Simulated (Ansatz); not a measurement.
**AlSiNH8 (SMILES [AlH3-][NH2+][SiH3]) at HF/3-21G**

What is the vertical ionisation energy of AlSiNH8 at HF/3-21G? 

The results are computed with Ansatz 0.2.0.

53 further runs of the same task are left out: 1 that didn't finish, 52 set aside as unsound or not needed.

### Step 1. The molecule

The species is AlSiNH8 (11 atoms), meant as a singlet with charge 0. SMILES: `[AlH3-][NH2+][SiH3]`. The shape is that of a PBE0-D4/def2-TZVP optimisation.

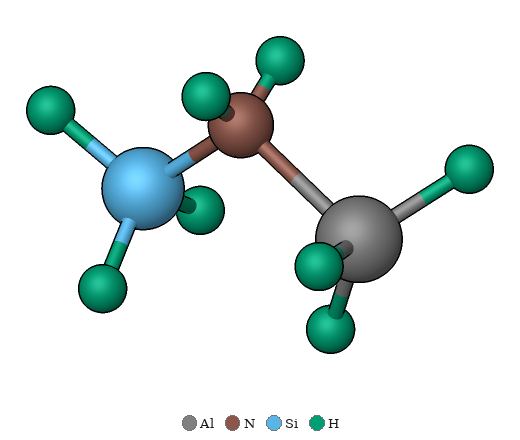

The structure, seen from a chosen angle (aluminium grey, nitrogen brown, silicon blue, hydrogen teal).

### Step 2. A single-point energy at HF/3-21G

The input, in.yaml:

```yaml
crystal:
  periodic: [false, false, false]
  atoms:
    - {symbol: Al, position_ang: [-0.900100, 1.211100, -0.740800]}
    - {symbol: N, position_ang: [-0.028300, 0.143500, 0.802700]}
    - {symbol: Si, position_ang: [0.876200, -1.248700, 0.128600]}
    - {symbol: H, position_ang: [-0.721100, 0.091900, -1.882400]}
    - {symbol: H, position_ang: [0.093800, 2.465300, -0.806700]}
    - {symbol: H, position_ang: [-2.377200, 1.435300, -0.165100]}
    - {symbol: H, position_ang: [0.566700, 0.786500, 1.316700]}
    - {symbol: H, position_ang: [-0.768500, -0.144800, 1.435900]}
    - {symbol: H, position_ang: [1.651500, -1.882900, 1.228300]}
    - {symbol: H, position_ang: [1.794800, -0.716800, -0.896700]}
    - {symbol: H, position_ang: [-0.122500, -2.197400, -0.400100]}
basis:
  gaussian: {orbitals: 3-21G.json}
hamiltonian: {xc: hf}
accuracy: high
output: {orbitals: {seedname: orbitals}}
```

The basis set 3-21G is read from a file made from the Basis Set Exchange's data (not shown).

The run is started by

```sh
$ ansatz run in.yaml --threads 1 --pin off --max-ram 3480MiB --events-out events.jsonl --progress --plain --runs-dir runs
```

What it wrote:

```text
Warning: RAYON_NUM_THREADS=1 ignored (pool sized by the plan → 1); use --threads N
Functional definition: HF
  name "HF"
  exchange = exact_x
  correlation = 0
1260 factors; integrals over basis functions are off by at most 3.1e-9 eV
mean field evaluation 1: about -15965.6707 eV, gradient 2.1e1 eV
mean field evaluation 2: about -15966.0039 eV, gradient 2.1e1 eV
mean field evaluation 4: about -15967.2753 eV, gradient 2.4e0 eV
mean field evaluation 8: about -15967.2932 eV, gradient 2.0e-4 eV
mean field -15967.29321452 eV, -586.7872026134 hartree, gradient 2.0e-8 eV, S^2 0.000000; 0 other end points of the search recorded, 0 dependent functions left out
reference -15967.29321452 eV, -586.7872026134 hartree; 21, 21 occupied and 30, 30 virtual orbitals, 1260 factors
Total energy: -15967.29321452 eV, -586.7872026134 hartree
```

Run time: 0.91 s. Hardware: 1 thread of Intel Xeon Platinum 8488C (Sapphire Rapids), shared host; peak memory 0.13 GiB.

### Step 3. The doublet cation, same level

The input, run.yaml:

```yaml
basis:
  gaussian: {orbitals: 3-21G.json}
crystal:
  periodic: [false, false, false]
  atoms:
    - {symbol: Al, position_ang: [-0.900100, 1.211100, -0.740800]}
    - {symbol: "N", position_ang: [-0.028300, 0.143500, 0.802700]}
    - {symbol: Si, position_ang: [0.876200, -1.248700, 0.128600]}
    - {symbol: H, position_ang: [-0.721100, 0.091900, -1.882400]}
    - {symbol: H, position_ang: [0.093800, 2.465300, -0.806700]}
    - {symbol: H, position_ang: [-2.377200, 1.435300, -0.165100]}
    - {symbol: H, position_ang: [0.566700, 0.786500, 1.316700]}
    - {symbol: H, position_ang: [-0.768500, -0.144800, 1.435900]}
    - {symbol: H, position_ang: [1.651500, -1.882900, 1.228300]}
    - {symbol: H, position_ang: [1.794800, -0.716800, -0.896700]}
    - {symbol: H, position_ang: [-0.122500, -2.197400, -0.400100]}
hamiltonian: {xc: hf}
accuracy: high
total_charge: 1
output: {orbitals: {seedname: orbitals}}
magnetization: {spin_polarized: true, initial_magnetization: 1}
```

The basis set 3-21G is read from a file made from the Basis Set Exchange's data (not shown).

The run is started by

```sh
$ ansatz run run.yaml --threads 1 --pin off --max-ram 3480MiB --events-out events.jsonl --progress --plain --runs-dir runs
```

What it wrote, cut to the lines that bear on the results:

```text
Warning: RAYON_NUM_THREADS=1 ignored (pool sized by the plan → 1); use --threads N
[... 2 set-up lines as earlier in the session ...]
[...]
1260 factors; integrals over basis functions are off by at most 3.1e-9 eV
[...]
mean field -15957.99849811 eV, -586.4456280858 hartree, gradient 7.9e-8 eV, S^2 0.773051; 5 other end points of the search recorded, 0 dependent functions left out
reference -15957.99849811 eV, -586.4456280858 hartree; 21, 20 occupied and 30, 31 virtual orbitals, 1260 factors
Total energy: -15957.99849811 eV, -586.4456280858 hartree
```

Run time: 5.4 s. Hardware: 1 thread of Intel Xeon Platinum 8488C (Sapphire Rapids), shared host; peak memory 0.17 GiB.

### Step 4. What came out

At HF/3-21G:

| quantity | value |
| --- | --- |
| singlet AlSiNH8: total energy | -586.78720 Eh |
| singlet AlSiNH8: HOMO energy | -10.38 eV |
| singlet AlSiNH8: LUMO energy | 2.98 eV |
| singlet AlSiNH8: HOMO–LUMO gap | 13.36 eV |
| doublet cation: total energy | -586.44563 Eh |
| doublet cation: HOMO energy (highest over α and β) | -15.95 eV |
| doublet cation: LUMO energy (lowest over α and β) | -8.27 eV |
| doublet cation: ⟨S²⟩ | 0.773 |
| vertical ionisation energy (to the doublet cation) | 9.295 eV |

Removing an electron at fixed nuclei costs 9.29 eV (214 kcal/mol). The negative HOMO energy of the first species, 10.38 eV, lies 1.09 eV above that difference.
